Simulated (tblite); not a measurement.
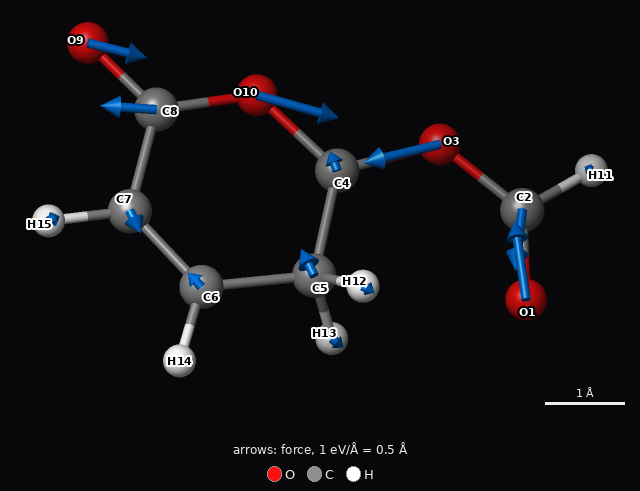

Starting geometry of C6H5O4 (multiplicity 2) with the computed forces as blue arrows. The picture is a ball-and-stick view, seen at a tilt.

All numbers below come from GFN2-xTB geometry optimisation, gas phase in tblite 0.8.0. 

Q: What follows when this structure is relaxed?

A: It isn't relaxed: the largest force vector, on O atoms, is 2.19 eV/Å. The final displacements follow the starting forces only in part (cosine between the two patterns 0.39). The atom that moves furthest after the best rigid fit is O9 (0.21 Å). Largest moves by element: O 0.21 Å, H 0.20 Å, C 0.09 Å. Among the contacts that change: C4–O10 1.406 → 1.333 Å, O3–C4 1.420 → 1.347 Å, O1–C2 1.230 → 1.204 Å, C8–O10 1.350 → 1.373 Å. Bond angles that change, for instance: O3–C4–O10 118.4° → 110.9°, C7–C8–O9 119.7° → 125.9°, O9–C8–O10 123.0° → 118.3°. After 27 geometry steps the energy has fallen by 0.404 eV. The run took 0.15 s on 1 thread of Arm Neoverse V2, on a shared host.
